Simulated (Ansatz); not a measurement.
The reference is InSe in the beta-GaS type structure (space group P6_3/mmc, No. 194; a = 4.0320 Å, c = 16.7626 Å; layered, stacked along the Cartesian z axis). Axes: x lies along a and z along c of the hexagonal cell.

Now apply this change: biaxial strain −0.45 %, plane normal [001], relaxed out of plane (Cartesian); in-plane vectors clamped, the third vector and the atoms free.

All numbers come from PBE-D3(BJ) (Ansatz, a program for electronic structure; PAW; 420 eV plane waves; without spin-orbit coupling), earlier PAW set.

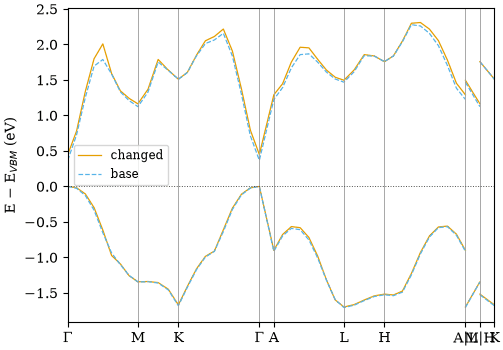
Figure: Highest valence and lowest conduction band along the path, each from its own valence-band maximum

The gap is 0.45 eV, direct at Γ; the base has 0.37 eV.

Whether these cells are dynamically stable was not tested.
